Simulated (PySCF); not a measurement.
**CLiOS, charge +1, SMILES `[Li+].O=C=S`: what the electrons do**

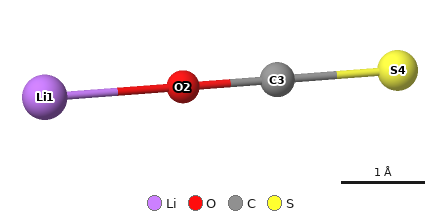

The molecule, with its atoms numbered as below. The pair's geometry is semi-empirical, so its contact may be too short or too long.

Coordinates in Å:

```
Li1      3.1158   -0.0005    0.0000
O2       1.3702    0.0003    0.0000
C3       0.1810    0.0001    0.0000
S4      -1.3372   -0.0001    0.0000
```

### 1. Bonding charge

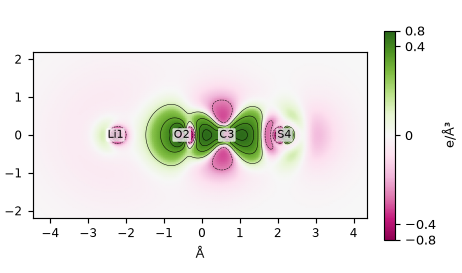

Deformation density (molecule less spherical, spin-averaged free atoms) in the molecular plane; colour scale in e/Å³, logarithmic beyond ±0.1; green: gain, pink: loss.

PySCF calculation, B3LYP/def2-SVPD, gas phase; geometry: GFN2-xTB.

Q: Describe the bonding that the map shows.

A: O2–C3: +0.60 e/Å³ at the bond critical point (bond length 1.19 Å). Li1–O2: +0.03 e/Å³ at the bond critical point (bond length 1.75 Å). C3–S4: +0.01 e/Å³ at the bond critical point (bond length 1.52 Å); up to 0.6 Å beside the axis the gain reaches +0.61 e/Å³. In all, 0.7 electrons gather in the regions of gain relative to the promolecule of neutral atoms (the regions of loss give up this much and the cation's charge besides). A small or negative value marks a very polar bond, one between electron-rich atoms, whose free-atom densities already overlap strongly, a long bond to a heavier atom, or a closed-shell contact such as a hydrogen bond.

### 2. Bond critical points

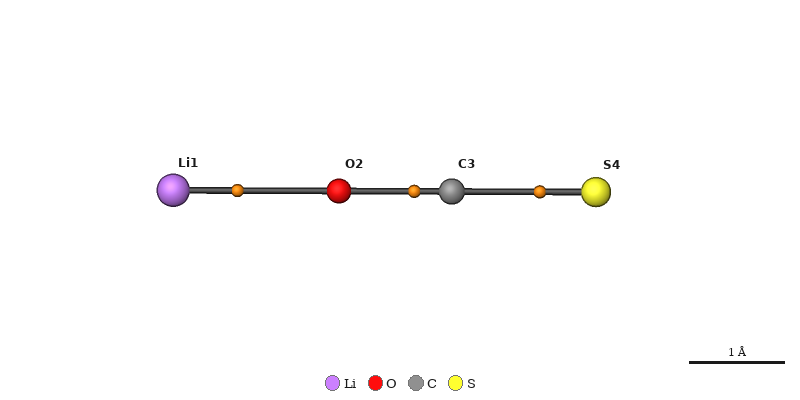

Molecular graph of the electron density (QTAIM): bond paths, bond critical points (orange), ring points (yellow, if any); weak paths are dashed.

Q: How many critical points of each kind are there, and does the count close?

A: 4 nuclei, 3 bond, 0 ring and 0 cage critical points: 4 − 3 + 0 − 0 = 1, as the Poincaré–Hopf relation requires.

Q: Give the properties at the bond critical points.

A:
| bond | length (Å) | ρ (a.u.) | ∇²ρ (a.u.) | ε | H (a.u.) |
| --- | --- | --- | --- | --- | --- |
| O2–C3 | 1.189 | 0.418 | +0.47 | 0.00 | −0.730 |
| C3–S4 | 1.518 | 0.242 | +1.00 | 0.00 | −0.254 |
| Li1–O2 | 1.746 | 0.043 | +0.37 | 0.00 | +0.020 |

Q: What kind of interaction is Li1–O2?

A: Closed-shell (ionic, hydrogen-bonded or van der Waals): ρ = 0.043, ∇²ρ = +0.37, H = +0.020 a.u.

### 3. Local ionisation energy

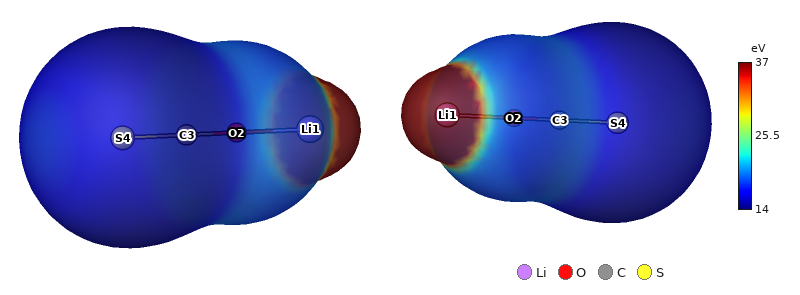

Average local ionisation energy on the surface of electron density 0.001 a.u. (back view left, front view right).

Q: Where are the most loosely bound electrons on this surface?

A: The lowest value is 14.5 eV, 2.2 Å from S4, and at like points elsewhere. For comparison, the highest occupied orbital lies at −13.4 eV.
